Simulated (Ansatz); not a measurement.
## How methods differ on GaSiH3F2 (SMILES [F][Ga]([F])[SiH3])

GaSiH3F2: 7 atoms, total charge 0, spin state singlet. As SMILES, `[F][Ga]([F])[SiH3]`. Geometry: optimised at B3LYP/def2-SVP.

```xyz
7

F     0.3434   -1.7279    2.0531
Ga    0.7535   -0.8791    0.5692
F     2.3171   -1.4175   -0.0267
Si   -0.6395    0.7657   -0.4894
H     0.1891    1.6022   -1.3995
H    -1.2749    1.6090    0.5602
H    -1.6886    0.0477   -1.2670
```

Each level gives the dissociation energy of the Si4–Ga2 bond into doublet SiH3 and doublet GaF2 (shapes relaxed at B3LYP/def2-SVP, no zero-point term) (eV). The values are calculated.

```
           level                    kind  program  value (eV)  less CCSD(T)/def2-SVP  CPU time (all runs)
     HF/def2-SVP            Hartree–Fock   Ansatz        2.36                  -0.71                2.1 s
    PBE/def2-SVP                     GGA   Ansatz        3.07                   0.00                  4 s
 r2SCAN/def2-SVP                meta-GGA   Ansatz        3.03                  -0.04                 10 s
  B3LYP/def2-SVP           global hybrid   Ansatz        3.02                  -0.05                5.9 s
wB97M-V/def2-SVP  range-separated hybrid   Ansatz        3.28                  +0.21                 27 s
    MP2/def2-SVP     perturbation theory   Ansatz        3.05                  -0.02                2.5 s
CCSD(T)/def2-SVP   coupled cluster or CI   Ansatz        3.07                   0.00                 15 s
```

CCSD(T)/def2-SVP is the highest level here, not the true value. All-electron rows without a relativistic Hamiltonian named are non-relativistic. The values span 2.36 to 3.28 eV. Hartree–Fock misses the correlation of the electron pair that is broken and comes out low. Measured bond enthalpies also hold zero-point and thermal terms, a few tenths of an eV less. In the correlated wave-function rows the outer d shell of Ga is correlated, in sets not made for it. Times are those of the runs behind each value, whatever else they computed, on shared processors of several kinds: orders of magnitude only.

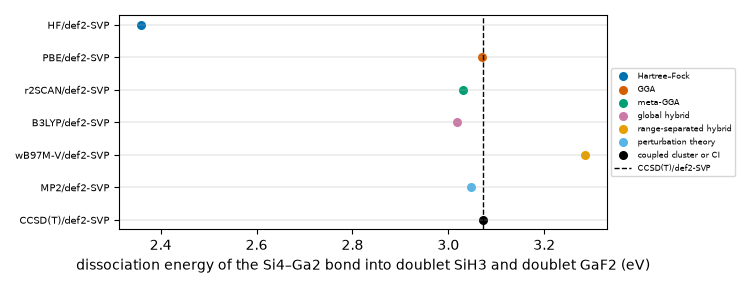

The values of the table, level by level.
